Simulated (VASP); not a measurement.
Band structure of Ga (alpha). All values below come from PW91 GGA, VASP's PBE PAW potentials (set 64) (plane waves; VASP).

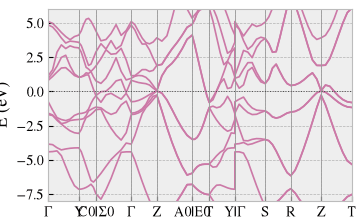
*Bands along high-symmetry lines, zero at the valence-band maximum or, without a gap, the Fermi level*

**Question.** Read the plot: is there a gap, and where are the band edges?

**Answer.** It has no gap at this level: it comes out as a metal or semimetal. (Edges off the drawn lines would not show.)

The compound is Ga in the alpha structure. It was relaxed first.
